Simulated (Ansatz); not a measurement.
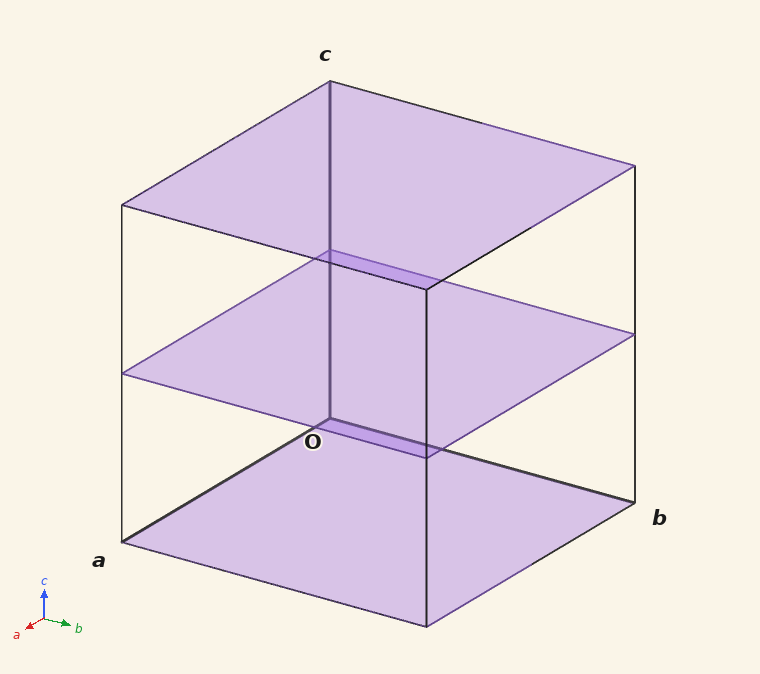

Every member of one family of equally spaced planes, hx + ky + lz = a whole number, that cuts the unit cell is shaded (one member passes through the origin O). Crystal: Fe, the input geometry of an electronic-structure calculation (not necessarily at equilibrium). Geometry calculated from the standardised cell; symmetry tolerance 0.002 Å.

a = 2.839 Å, b = 2.839 Å, c = 2.839 Å, α = 90.00°, β = 90.00°, γ = 90.00°.

> What are the Miller indices?

(0 0 2); the opposite sign names the same planes. The member next to the origin meets the axes a never, b never, c at 1/2.

> What is the spacing?

d = 1.419 Å.

> The space group is Im-3m, No. 229. How many reflections hkl are equivalent to this one (itself included), and does it occur?

6 reflections are equivalent in the Laue class m-3m. The space group allows the reflection.
